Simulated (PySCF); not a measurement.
**Ti²⁺: excitation energies in def2-TZVPPD, part 1 of 2**

Wanted: the excitation energy of titanium, up a ladder of methods.

The numbers are computed with PySCF 2.14.0 (unrestricted determinants in a Gaussian basis, no spin-orbit coupling in the energies), except any that are marked as measured or tabulated.

**1. The system**

```
Element                                   : titanium (Z = 22)
Basis                                     : def2-TZVPPD (6s6p4d2f1g, 67 functions)
Hamiltonian                               : no relativity, point nucleus
State 1                                   : Ti²⁺: [Ar] 3d1 4p1, one real determinant (an excited configuration)
State 2                                   : Ti²⁺: [Ar] 3d1 4s1, high-spin 3D determinant (an excited configuration)
Needed too, but not shown                 : Ti²⁺ [Ar] 3d2 (3F)
Methods                                   : UHF, LDA, PBE, PBE0, r2SCAN, r2SCAN0, B3LYP, PBEsol, BHandHLYP, MP2
Core shells frozen in the correlated runs : valence: [Ar]; valence and next inner shell: [Ne] (for Ti²⁺)
```

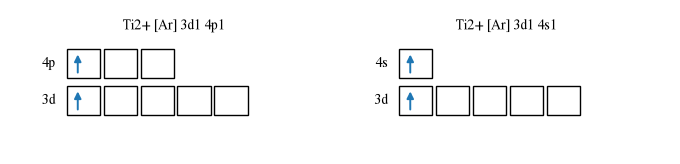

Occupation of the outer shells (arrows by Hund's rule).

The runs were made by one driver on top of PySCF. The scripts below sum up each run's settings (the driver also hands on starting orbitals that pick excited configurations, and frozen orbitals as a list rather than a count), and the logs come from the driver's own runs. The driver starts from symmetry-adapted Hartree-Fock orbitals, holds the occupation by maximum overlap and uses a logarithmic radial grid for functionals, so a plain start would take other cycles.

The integrals over 67 functions and the set-up took 0.86 s of CPU time.

**2. Ti²⁺ [Ar] 3d1 4p1**

Level: UHF.

Contents of input.py:

```python
from pyscf import gto, scf, dft, mp, cc
import basis_set_exchange as bse
mol = gto.M(atom="Ti 0 0 0", charge=2, spin=2, symmetry="D2h",
            basis=gto.basis.parse(bse.get_basis("def2-TZVPPD", elements=["Ti"], fmt="nwchem")))
mf = scf.UHF(mol)
mf.irrep_nelec = {'Ag': (3, 3), 'B1g': (1, 0), 'B1u': (3, 2), 'B2u': (2, 2), 'B3u': (2, 2)}
mf.kernel()
```

The program printed:

```text
damping factor = 0
level_shift factor = 0
DIIS = <class 'pyscf.scf.diis.CDIIS'>
diis_start_cycle = 1
diis_space = 10
diis_damp = 0
SCF conv_tol = 1e-09
SCF conv_tol_grad = None
number electrons alpha = 11  beta = 9
cycle= 1 E= -847.377564365237  delta_E= -0.0038  |g|= 0.0226  |ddm|= 0.0358
cycle= 2 E= -847.377714700048  delta_E= -0.00015  |g|= 0.00528  |ddm|= 0.00742
cycle= 3 E= -847.377725119837  delta_E= -1.04e-05  |g|= 0.000653  |ddm|= 0.00266
cycle= 4 E= -847.377725331194  delta_E= -2.11e-07  |g|= 4.96e-05  |ddm|= 0.000586
cycle= 5 E= -847.37772533274  delta_E= -1.55e-09  |g|= 1.06e-05  |ddm|= 8.64e-05
cycle= 6 E= -847.377725332834  delta_E= -9.45e-11  |g|= 2.35e-06  |ddm|= 2.4e-05
converged SCF energy = -847.377725332834  <S^2> = 2.0016503  2S+1 = 3.0011
```

It used 4.6 s of CPU time after the integrals (shared host).

The occupied shells:

| shell | electrons | mean orbital energy (eV) | spread (eV) | rms radius (bohr) |
| --- | --- | --- | --- | --- |
| 1s α | 1 | -5011.4 | 0 | 0.0812 |
| 1s β | 1 | -5011.3 | 0 | 0.0812 |
| 2s α | 1 | -608.34 | 0 | 0.353 |
| 2s β | 1 | -607.71 | 0 | 0.353 |
| 2p α | 3 | -509.52 | 0.145 | 0.321 |
| 2p β | 3 | -508.84 | 0.616 | 0.321 |
| 3s α | 1 | -102.80 | 0 | 1.07 |
| 3s β | 1 | -100.65 | 0 | 1.07 |
| 3p α | 3 | -73.354 | 1.239 | 1.15 |
| 3p β | 3 | -70.709 | 1.491 | 1.15 |
| 3d α | 1 | -34.802 | 0 | 1.41 |
| 4p α | 1 | -17.417 | 0 | 3.55 |

⟨S²⟩ = 2.002, ⟨L²⟩ = 8.02.

Spin-orbit constants on these orbitals (cm⁻¹; bare nucleus, screened nucleus, mean field): 3d 315.5, 172.1, 149.7; 4p 332.9, 302.6, 285.2. To first order in LS coupling the lowest level has J = 2 and lies 0.0483 eV below the centre of the term.

⟨L²⟩ = 8.02 against 12 for a pure F term, so this real determinant mixes terms.

Level: LDA.

Changes to input.py:

```diff
@@ -4,3 +4,3 @@
             basis=gto.basis.parse(bse.get_basis("def2-TZVPPD", elements=["Ti"], fmt="nwchem")))
-mf = scf.UHF(mol)
+mf = dft.UKS(mol, xc="LDA,VWN")
 mf.irrep_nelec = {'Ag': (3, 3), 'B1g': (1, 0), 'B1u': (3, 2), 'B2u': (2, 2), 'B3u': (2, 2)}
```

The program printed:

```text
damping factor = 0
level_shift factor = 0
DIIS = <class 'pyscf.scf.diis.CDIIS'>
diis_start_cycle = 1
diis_space = 10
diis_damp = 0
SCF conv_tol = 1e-09
SCF conv_tol_grad = None
number electrons alpha = 11  beta = 9
XC functionals = LDA,VWN
    P. A. M. Dirac.,  Math. Proc. Cambridge Philos. Soc. 26, 376 (1930)
    F. Bloch.,  Z. Phys. 57, 545 (1929)
    S. H. Vosko, L. Wilk, and M. Nusair.,  Can. J. Phys. 58, 1200 (1980)
cycle= 1 E= -846.15673179773  delta_E= -0.009  |g|= 0.016  |ddm|= 0.198
cycle= 2 E= -846.156781206497  delta_E= -4.94e-05  |g|= 0.00222  |ddm|= 0.00958
cycle= 3 E= -846.156782581797  delta_E= -1.38e-06  |g|= 0.000175  |ddm|= 0.00166
cycle= 4 E= -846.15678258891  delta_E= -7.11e-09  |g|= 3.79e-05  |ddm|= 0.000171
cycle= 5 E= -846.156782589292  delta_E= -3.82e-10  |g|= 6e-06  |ddm|= 4.27e-05
converged SCF energy = -846.156782589292  <S^2> = 2.0001696  2S+1 = 3.000113
```

CPU time 0.6 s on a shared host, the integrals not counted.

Level: PBE.

Changes to input.py:

```diff
@@ -4,3 +4,3 @@
             basis=gto.basis.parse(bse.get_basis("def2-TZVPPD", elements=["Ti"], fmt="nwchem")))
-mf = dft.UKS(mol, xc="LDA,VWN")
+mf = dft.UKS(mol, xc="PBE")
 mf.irrep_nelec = {'Ag': (3, 3), 'B1g': (1, 0), 'B1u': (3, 2), 'B2u': (2, 2), 'B3u': (2, 2)}
```

The program printed:

```text
damping factor = 0
level_shift factor = 0
DIIS = <class 'pyscf.scf.diis.CDIIS'>
diis_start_cycle = 1
diis_space = 10
diis_damp = 0
SCF conv_tol = 1e-09
SCF conv_tol_grad = None
number electrons alpha = 11  beta = 9
XC functionals = PBE
    J. P. Perdew, K. Burke, and M. Ernzerhof.,  Phys. Rev. Lett. 77, 3865 (1996)
    J. P. Perdew, K. Burke, and M. Ernzerhof.,  Phys. Rev. Lett. 78, 1396 (1997)
    J. P. Perdew, K. Burke, and M. Ernzerhof.,  Phys. Rev. Lett. 77, 3865 (1996)
    J. P. Perdew, K. Burke, and M. Ernzerhof.,  Phys. Rev. Lett. 78, 1396 (1997)
cycle= 1 E= -847.999591324738  delta_E= -0.00655  |g|= 0.0149  |ddm|= 0.177
cycle= 2 E= -847.999648706564  delta_E= -5.74e-05  |g|= 0.0053  |ddm|= 0.0124
cycle= 3 E= -847.999656214116  delta_E= -7.51e-06  |g|= 0.00118  |ddm|= 0.00577
cycle= 4 E= -847.999656585448  delta_E= -3.71e-07  |g|= 6.55e-05  |ddm|= 0.000984
cycle= 5 E= -847.999656587162  delta_E= -1.71e-09  |g|= 5.34e-06  |ddm|= 6.94e-05
cycle= 6 E= -847.999656587178  delta_E= -1.64e-11  |g|= 1.08e-07  |ddm|= 6.26e-06
converged SCF energy = -847.999656587178  <S^2> = 2.0003519  2S+1 = 3.0002346
```

It used 1.3 s of CPU time after the integrals (shared host).

Level: PBE0.

Changes to input.py:

```diff
@@ -4,3 +4,3 @@
             basis=gto.basis.parse(bse.get_basis("def2-TZVPPD", elements=["Ti"], fmt="nwchem")))
-mf = dft.UKS(mol, xc="PBE")
+mf = dft.UKS(mol, xc="PBE0")
 mf.irrep_nelec = {'Ag': (3, 3), 'B1g': (1, 0), 'B1u': (3, 2), 'B2u': (2, 2), 'B3u': (2, 2)}
```

The program printed:

```text
damping factor = 0
level_shift factor = 0
DIIS = <class 'pyscf.scf.diis.CDIIS'>
diis_start_cycle = 1
diis_space = 10
diis_damp = 0
SCF conv_tol = 1e-09
SCF conv_tol_grad = None
number electrons alpha = 11  beta = 9
XC functionals = PBE0
    C. Adamo and V. Barone.,  J. Chem. Phys. 110, 6158 (1999)
    M. Ernzerhof and G. E. Scuseria.,  J. Chem. Phys. 110, 5029 (1999)
cycle= 1 E= -848.046989904033  delta_E= -0.0046  |g|= 0.0122  |ddm|= 0.13
cycle= 2 E= -848.047051213058  delta_E= -6.13e-05  |g|= 0.0037  |ddm|= 0.0192
cycle= 3 E= -848.047055435437  delta_E= -4.22e-06  |g|= 0.000775  |ddm|= 0.00495
cycle= 4 E= -848.047055674821  delta_E= -2.39e-07  |g|= 4.84e-05  |ddm|= 0.00116
cycle= 5 E= -848.047055677032  delta_E= -2.21e-09  |g|= 3.35e-06  |ddm|= 0.000148
cycle= 6 E= -848.04705567704  delta_E= -7.96e-12  |g|= 3.73e-07  |ddm|= 6.81e-06
converged SCF energy = -848.04705567704  <S^2> = 2.0005622  2S+1 = 3.0003748
```

CPU time 1.5 s on a shared host, the integrals not counted.

Level: r2SCAN.

Changes to input.py:

```diff
@@ -4,3 +4,3 @@
             basis=gto.basis.parse(bse.get_basis("def2-TZVPPD", elements=["Ti"], fmt="nwchem")))
-mf = dft.UKS(mol, xc="PBE0")
+mf = dft.UKS(mol, xc="R2SCAN")
 mf.irrep_nelec = {'Ag': (3, 3), 'B1g': (1, 0), 'B1u': (3, 2), 'B2u': (2, 2), 'B3u': (2, 2)}
```

The program printed:

```text
damping factor = 0
level_shift factor = 0
DIIS = <class 'pyscf.scf.diis.CDIIS'>
diis_start_cycle = 1
diis_space = 10
diis_damp = 0
SCF conv_tol = 1e-09
SCF conv_tol_grad = None
number electrons alpha = 11  beta = 9
XC functionals = R2SCAN
    J. W. Furness, A. D. Kaplan, J. Ning, J. P. Perdew, and J. Sun.,  J. Phys. Chem. Lett. 11, 8208-8215 (2020)
    J. W. Furness, A. D. Kaplan, J. Ning, J. P. Perdew, and J. Sun.,  J. Phys. Chem. Lett. 11, 9248-9248 (2020)
    J. W. Furness, A. D. Kaplan, J. Ning, J. P. Perdew, and J. Sun.,  J. Phys. Chem. Lett. 11, 8208-8215 (2020)
    J. W. Furness, A. D. Kaplan, J. Ning, J. P. Perdew, and J. Sun.,  J. Phys. Chem. Lett. 11, 9248-9248 (2020)
cycle= 1 E= -848.199652025222  delta_E= -0.00499  |g|= 0.0118  |ddm|= 0.135
cycle= 2 E= -848.199709075458  delta_E= -5.71e-05  |g|= 0.00286  |ddm|= 0.019
cycle= 3 E= -848.199711758943  delta_E= -2.68e-06  |g|= 0.000881  |ddm|= 0.00448
cycle= 4 E= -848.199711996328  delta_E= -2.37e-07  |g|= 6.84e-05  |ddm|= 0.00109
cycle= 5 E= -848.199711999218  delta_E= -2.89e-09  |g|= 4.61e-06  |ddm|= 0.000203
cycle= 6 E= -848.199711999229  delta_E= -1.06e-11  |g|= 3.52e-07  |ddm|= 1.38e-05
converged SCF energy = -848.199711999229  <S^2> = 2.0007731  2S+1 = 3.0005153
```

It used 2.8 s of CPU time after the integrals (shared host).

Level: r2SCAN0.

Changes to input.py:

```diff
@@ -4,3 +4,3 @@
             basis=gto.basis.parse(bse.get_basis("def2-TZVPPD", elements=["Ti"], fmt="nwchem")))
-mf = dft.UKS(mol, xc="R2SCAN")
+mf = dft.UKS(mol, xc="HYB_MGGA_XC_R2SCAN0")
 mf.irrep_nelec = {'Ag': (3, 3), 'B1g': (1, 0), 'B1u': (3, 2), 'B2u': (2, 2), 'B3u': (2, 2)}
```

The program printed:

```text
damping factor = 0
level_shift factor = 0
DIIS = <class 'pyscf.scf.diis.CDIIS'>
diis_start_cycle = 1
diis_space = 10
diis_damp = 0
SCF conv_tol = 1e-09
SCF conv_tol_grad = None
number electrons alpha = 11  beta = 9
XC functionals = HYB_MGGA_XC_R2SCAN0
    M. Bursch, H. Neugebauer, S. Ehlert, and S. Grimme.,  J. Chem. Phys. 156, 134105 (2022)
cycle= 1 E= -848.197036280278  delta_E= -0.00412  |g|= 0.0119  |ddm|= 0.108
cycle= 2 E= -848.197101626126  delta_E= -6.53e-05  |g|= 0.00248  |ddm|= 0.0204
cycle= 3 E= -848.197104415292  delta_E= -2.79e-06  |g|= 0.000804  |ddm|= 0.00505
cycle= 4 E= -848.197104638048  delta_E= -2.23e-07  |g|= 4.44e-05  |ddm|= 0.00124
cycle= 5 E= -848.197104640199  delta_E= -2.15e-09  |g|= 3.6e-06  |ddm|= 0.000197
cycle= 6 E= -848.197104640215  delta_E= -1.64e-11  |g|= 3.29e-07  |ddm|= 1.72e-05
converged SCF energy = -848.197104640215  <S^2> = 2.0009253  2S+1 = 3.0006168
```

CPU time 2.9 s on a shared host, the integrals not counted.

Level: B3LYP.

Changes to input.py:

```diff
@@ -4,3 +4,3 @@
             basis=gto.basis.parse(bse.get_basis("def2-TZVPPD", elements=["Ti"], fmt="nwchem")))
-mf = dft.UKS(mol, xc="HYB_MGGA_XC_R2SCAN0")
+mf = dft.UKS(mol, xc="B3LYP")
 mf.irrep_nelec = {'Ag': (3, 3), 'B1g': (1, 0), 'B1u': (3, 2), 'B2u': (2, 2), 'B3u': (2, 2)}
```

The program printed:

```text
damping factor = 0
level_shift factor = 0
DIIS = <class 'pyscf.scf.diis.CDIIS'>
diis_start_cycle = 1
diis_space = 10
diis_damp = 0
SCF conv_tol = 1e-09
SCF conv_tol_grad = None
number electrons alpha = 11  beta = 9
XC functionals = B3LYP
    P. J. Stephens, F. J. Devlin, C. F. Chabalowski, and M. J. Frisch.,  J. Phys. Chem. 98, 11623 (1994)
cycle= 1 E= -848.255664152963  delta_E= -0.00556  |g|= 0.0121  |ddm|= 0.152
cycle= 2 E= -848.255716630657  delta_E= -5.25e-05  |g|= 0.00392  |ddm|= 0.0176
cycle= 3 E= -848.255720869894  delta_E= -4.24e-06  |g|= 0.000796  |ddm|= 0.0048
cycle= 4 E= -848.255721072559  delta_E= -2.03e-07  |g|= 4.48e-05  |ddm|= 0.000989
cycle= 5 E= -848.255721074068  delta_E= -1.51e-09  |g|= 2.42e-06  |ddm|= 0.00014
cycle= 6 E= -848.255721074074  delta_E= -6.37e-12  |g|= 3.15e-07  |ddm|= 6.04e-06
converged SCF energy = -848.255721074074  <S^2> = 2.0005328  2S+1 = 3.0003552
```

It used 1.6 s of CPU time after the integrals (shared host).

Level: PBEsol.

Changes to input.py:

```diff
@@ -4,3 +4,3 @@
             basis=gto.basis.parse(bse.get_basis("def2-TZVPPD", elements=["Ti"], fmt="nwchem")))
-mf = dft.UKS(mol, xc="B3LYP")
+mf = dft.UKS(mol, xc="PBEsol")
 mf.irrep_nelec = {'Ag': (3, 3), 'B1g': (1, 0), 'B1u': (3, 2), 'B2u': (2, 2), 'B3u': (2, 2)}
```

The program printed:

```text
damping factor = 0
level_shift factor = 0
DIIS = <class 'pyscf.scf.diis.CDIIS'>
diis_start_cycle = 1
diis_space = 10
diis_damp = 0
SCF conv_tol = 1e-09
SCF conv_tol_grad = None
number electrons alpha = 11  beta = 9
XC functionals = PBEsol
    J. P. Perdew, A. Ruzsinszky, G. I. Csonka, O. A. Vydrov, G. E. Scuseria, L. A. Constantin, X. Zhou, and K. Burke.,  Phys. Rev. Lett. 100, 136406 (2008)
    J. P. Perdew, A. Ruzsinszky, G. I. Csonka, O. A. Vydrov, G. E. Scuseria, L. A. Constantin, X. Zhou, and K. Burke.,  Phys. Rev. Lett. 100, 136406 (2008)
cycle= 1 E= -847.04383091509  delta_E= -0.00718  |g|= 0.0142  |ddm|= 0.18
cycle= 2 E= -847.043880275462  delta_E= -4.94e-05  |g|= 0.00293  |ddm|= 0.0113
cycle= 3 E= -847.04388260906  delta_E= -2.33e-06  |g|= 0.000912  |ddm|= 0.00356
cycle= 4 E= -847.043882827668  delta_E= -2.19e-07  |g|= 8.03e-05  |ddm|= 0.000813
cycle= 5 E= -847.04388282972  delta_E= -2.05e-09  |g|= 5.37e-06  |ddm|= 9.01e-05
cycle= 6 E= -847.043882829734  delta_E= -1.39e-11  |g|= 9.88e-08  |ddm|= 6.63e-06
converged SCF energy = -847.043882829734  <S^2> = 2.0002902  2S+1 = 3.0001935
```

CPU time 1.4 s on a shared host, the integrals not counted.

Level: BHandHLYP.

Changes to input.py:

```diff
@@ -4,3 +4,3 @@
             basis=gto.basis.parse(bse.get_basis("def2-TZVPPD", elements=["Ti"], fmt="nwchem")))
-mf = dft.UKS(mol, xc="PBEsol")
+mf = dft.UKS(mol, xc="BHANDHLYP")
 mf.irrep_nelec = {'Ag': (3, 3), 'B1g': (1, 0), 'B1u': (3, 2), 'B2u': (2, 2), 'B3u': (2, 2)}
```

The program printed:

```text
damping factor = 0
level_shift factor = 0
DIIS = <class 'pyscf.scf.diis.CDIIS'>
diis_start_cycle = 1
diis_space = 10
diis_damp = 0
SCF conv_tol = 1e-09
SCF conv_tol_grad = None
number electrons alpha = 11  beta = 9
XC functionals = BHANDHLYP
    A. D. Becke.,  J. Chem. Phys. 98, 1372 (1993)
    Defined through Gaussian implementation.
cycle= 1 E= -848.25078600088  delta_E= -0.00392  |g|= 0.0127  |ddm|= 0.103
cycle= 2 E= -848.250858086276  delta_E= -7.21e-05  |g|= 0.00248  |ddm|= 0.0202
cycle= 3 E= -848.250861373084  delta_E= -3.29e-06  |g|= 0.000774  |ddm|= 0.00555
cycle= 4 E= -848.250861586452  delta_E= -2.13e-07  |g|= 5.28e-05  |ddm|= 0.00125
cycle= 5 E= -848.250861589416  delta_E= -2.96e-09  |g|= 2.58e-06  |ddm|= 0.000231
cycle= 6 E= -848.250861589424  delta_E= -7.96e-12  |g|= 4.28e-07  |ddm|= 8.13e-06
converged SCF energy = -848.250861589424  <S^2> = 2.0009058  2S+1 = 3.0006038
```

CPU time 1.7 s on a shared host, the integrals not counted.

**3. Ti²⁺ [Ar] 3d1 4p1, continued**

Level: MP2 (valence).

input.py: that of step 2 with these lines changed.

```diff
@@ -4,4 +4,5 @@
             basis=gto.basis.parse(bse.get_basis("def2-TZVPPD", elements=["Ti"], fmt="nwchem")))
-mf = dft.UKS(mol, xc="BHANDHLYP")
+mf = scf.UHF(mol)
 mf.irrep_nelec = {'Ag': (3, 3), 'B1g': (1, 0), 'B1u': (3, 2), 'B2u': (2, 2), 'B3u': (2, 2)}
 mf.kernel()
+mp.UMP2(mf, frozen=9).kernel()
```

The driver printed no log here.

It used 0.08 s of CPU time after the integrals (shared host).

With 2 electrons correlated, the MP2 correlation energy is -0.00192 hartree (-0.00192 same spin, 0.00000 opposite spin); the SCS form gives -0.00064. Largest pairs of shells: 3d-4p -0.0019, 4p-4p 0.0000, 3d-3d 0.0000.

Level: MP2 (valence and next inner shell).

Changes to input.py:

```diff
@@ -7,2 +7,2 @@
 mf.kernel()
-mp.UMP2(mf, frozen=9).kernel()
+mp.UMP2(mf, frozen=5).kernel()
```

The driver printed no log here.

CPU time 0.3 s on a shared host, the integrals not counted.

With 10 electrons correlated, the MP2 correlation energy is -0.22495 hartree (-0.06268 same spin, -0.16227 opposite spin); the SCS form gives -0.21562. Largest pairs of shells: 3p-3p -0.1351, 3p-3d -0.0325, 3s-3p -0.0290, 3p-4p -0.0138, 3s-3s -0.0067.

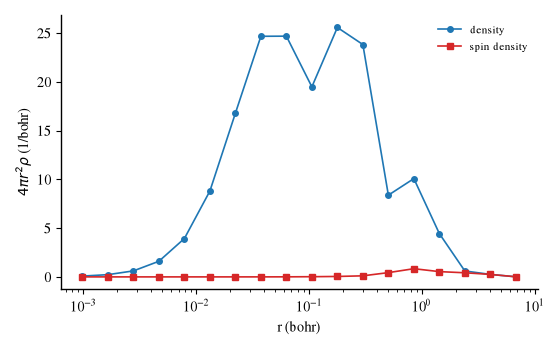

Radial density 4πr²ρ of Ti²⁺ at UHF, at 18 stored radii joined by straight lines.

(Continued in part 2 of 2.)
